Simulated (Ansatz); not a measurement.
**One shape, several levels: BF3 (boron trifluoride)**

Aim: a comparison of 6 runs (BLYP/STO-3G, CAM-B3LYP/STO-3G, UB3LYP/STO-3G, r2SCAN0/STO-3G, revPBE/STO-3G, CCSDT/STO-3G) of BF3 (boron trifluoride). 

The calculation is run with Ansatz 0.2.0.

43 further runs of the same task are left out: 4 that didn't finish, 39 set aside as unsound or not needed.

### Step 1. Starting point

BF3 has 4 atoms, charge 0, and is taken as a singlet. SMILES: `FB(F)F`. The B2–F1 distance was set to 1.967 Å, away from the relaxed value.

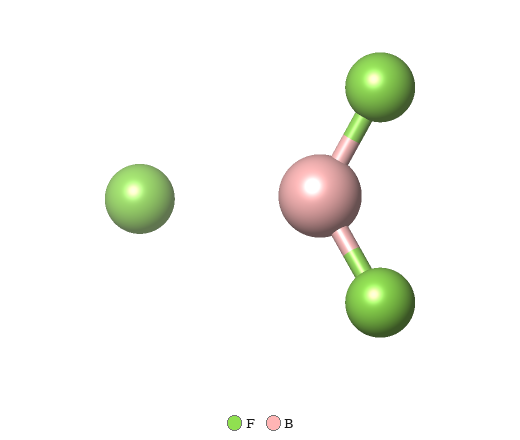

The structure, seen from a chosen angle (fluorine green, boron pink).

### Step 2. A single-point energy at BLYP/STO-3G (run 1)

The input, in.yaml:

```yaml
basis:
  gaussian:
    orbitals: STO-3G
crystal:
  periodic: [false, false, false]
  atoms:
    - {symbol: F, position_ang: [0.815789, 0.316108, 1.761403]}
    - {symbol: B, position_ang: [0.000020, -0.000000, 0.000010]}
    - {symbol: F, position_ang: [-0.265170, -1.223510, -0.389620]}
    - {symbol: F, position_ang: [-0.278730, 1.012770, -0.784660]}
accuracy: high
hamiltonian:
  xc: {name: BLYP}
```

The run is started by

```sh
$ ansatz run in.yaml --threads 1 --pin off --max-ram 3480MiB --events-out events.jsonl --progress --plain --runs-dir runs
```

What it wrote:

```text
Warning: RAYON_NUM_THREADS=1 ignored (pool sized by the plan → 1); use --threads N
Functional definition: BLYP
  name "BLYP"
  parameter beta = 0.0042
  parameter a = 0.04918
  parameter b = 0.132
  parameter c = 0.2533
  parameter d = 0.349
  exchange = b88_x(beta = beta)
  correlation = lyp_c(a = a, b = b, c = c, d = d)
356 factors; integrals over basis functions are off by at most 3.2e-8 eV
mean field evaluation 1: about -8696.1228 eV, gradient 2.1e1 eV
mean field evaluation 2: about -8588.8724 eV, gradient 1.3e2 eV
mean field evaluation 4: about -8698.4775 eV, gradient 5.5e0 eV
mean field evaluation 8: about -8698.4959 eV, gradient 1.9e-1 eV
mean field evaluation 16: about -8698.4961 eV, gradient 1.7e-7 eV
mean field -8698.49607384 eV, -319.6638346611 hartree, gradient 1.9e-8 eV, S^2 0.000000; 0 other end points of the search recorded, 0 dependent functions left out
reference -8698.49609943 eV, -319.6638356017 hartree; 16, 16 occupied and 4, 4 virtual orbitals, 356 factors
Total energy: -8698.49609943 eV, -319.6638356017 hartree
```

Wall time 1 s (1 thread of Arm Neoverse V1, shared host); peak memory 0.091 GiB.

### Step 3. The energy at CAM-B3LYP/STO-3G (run 2)

The input, in.yaml:

```yaml
basis:
  gaussian:
    orbitals: STO-3G
crystal:
  periodic: [false, false, false]
  atoms:
    - symbol: F
      position_ang: [0.815789, 0.316108, 1.761403]
    - symbol: B
      position_ang: [0.000020, -0.000000, 0.000010]
    - symbol: F
      position_ang: [-0.265170, -1.223510, -0.389620]
    - symbol: F
      position_ang: [-0.278730, 1.012770, -0.784660]
hamiltonian:
  xc: {name: CAM-B3LYP}
accuracy: high
```

The run is started by

```sh
$ ansatz run in.yaml --threads 1 --pin off --max-ram 3480MiB --events-out events.jsonl --progress --plain --runs-dir runs
```

What it wrote:

```text
Warning: RAYON_NUM_THREADS=1 ignored (pool sized by the plan → 1); use --threads N
Functional definition: CAM-B3LYP
  name "CAM-B3LYP"
  parameter alpha = 0.19
  parameter beta = 0.46
  parameter omega = 0.33/bohr
  parameter ac = 0.81
  exchange = (1 - alpha - beta)*b88_x + beta*b88_x_sr(omega) + alpha*exact_x + beta*exact_x_lr(omega)
  correlation = (1 - ac)*vwn5_c + ac*lyp_c
356 factors; integrals over basis functions are off by at most 3.2e-8 eV
162 factors; integrals over basis functions are off by at most 8.3e-10 eV
mean field evaluation 1: about -8692.4376 eV, gradient 3.0e1 eV
mean field evaluation 2: about -8650.7560 eV, gradient 1.2e2 eV
mean field evaluation 4: about -8697.1442 eV, gradient 4.2e0 eV
mean field evaluation 8: about -8697.1859 eV, gradient 4.1e-2 eV
mean field evaluation 16: about -8697.1859 eV, gradient 2.5e-6 eV
mean field -8697.18589409 eV, -319.6156864433 hartree, gradient 8.0e-8 eV, S^2 0.000000; 0 other end points of the search recorded, 0 dependent functions left out
reference -8697.18590317 eV, -319.6156867771 hartree; 16, 16 occupied and 4, 4 virtual orbitals, 356 factors
Total energy: -8697.18590317 eV, -319.6156867771 hartree
```

Wall time 1.2 s (1 thread of Arm Neoverse V1, shared host); peak memory 0.093 GiB.

Runs 3 to 5 aren't shown in full; the table further down has their settings and results.

### Step 4. The energy at CCSDT/STO-3G (run 6)

The input, run.yaml:

```yaml
basis:
  gaussian: {orbitals: STO-3G}
crystal:
  periodic: [false, false, false]
  atoms:
    - symbol: F
      position_ang: [0.815789, 0.316108, 1.761403]
    - symbol: B
      position_ang: [0.000020, -0.000000, 0.000010]
    - symbol: F
      position_ang: [-0.265170, -1.223510, -0.389620]
    - symbol: F
      position_ang: [-0.278730, 1.012770, -0.784660]
correlation: {method: ccsdt, frozen_orbitals: {B: 1, F: 1}}
accuracy: high
scf: {omitted_lower_state_checks: [cluster_reference, increment]}
```

The run is started by

```sh
$ ansatz run run.yaml --threads 1 --pin off --max-ram 3480MiB --events-out events.jsonl --progress --plain --runs-dir runs
```

What it wrote:

```text
Warning: RAYON_NUM_THREADS=1 ignored (pool sized by the plan → 1); use --threads N
[... 11 lines left out ...]
4 core orbitals not correlated: weight in the atoms' cores, before any rotation towards them, 1.000 or more for the frozen orbitals, at most 0.000 for the correlated occupied ones
[... 32 lines left out ...]
Total energy: -8670.78967878 eV, -318.6456434229 hartree
Checks for a lower state left out: cluster_reference, increment
```

Run time: 0.62 s. Hardware: 1 thread of Arm Neoverse V1, shared host.

### Step 5. All runs side by side

```
run             level  frozen core orbitals  energy (Eh)  wall time
  1       BLYP/STO-3G                     –  -319.663836        1 s
  2  CAM-B3LYP/STO-3G                     –  -319.615687      1.2 s
  3     UB3LYP/STO-3G                     –  -319.729676      1.8 s
  4    r2SCAN0/STO-3G                     –  -319.639302      2.5 s
  5     revPBE/STO-3G                     –  -319.677273        1 s
  6      CCSDT/STO-3G                     4  -318.645643     0.62 s
```

### Step 6. What came out

| quantity | value |
| --- | --- |
| run 6: total energy | -318.64564 Eh |
| run 6: correlation energy (4 core orbitals frozen) | -167.0 mEh |
| run 6: T1 diagnostic | 0.018 |

**Reading.** Totals of different functionals can't be ranked against each other. In run 6 the log says that unrestricted orbitals would lower the reference, so the values rest on an unstable closed-shell determinant (other closed-shell runs at this shape may share the fault). In runs 1, 2, 3, 4, 5, 6 the basis is minimal, so the values are rough. All runs together took 8.1 s, the longest 2.5 s.
